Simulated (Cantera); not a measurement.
Charge: 1 mol SiH4, 3.8 mol NH3, at 1.33 mbar.

These are equilibrium values from Cantera (NASA tables, ideal gas, pure condensed phases), not measurements of a reactor. Candidate condensed phases: Si, Si3N4; 18 gas species. Gases not in the tables: Si2H6 and higher silanes. The numbers say what is thermodynamically allowed, not how fast it happens.

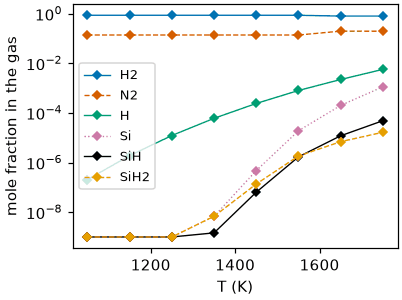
Figure: Equilibrium gas composition (values under 1e-9 drawn at 1e-9)

From 1050 K to 1550 K the condensed part is Si3N4(s). At 1650 K the condensed part is Si(s). At 1750 K the condensed part is Si(l).
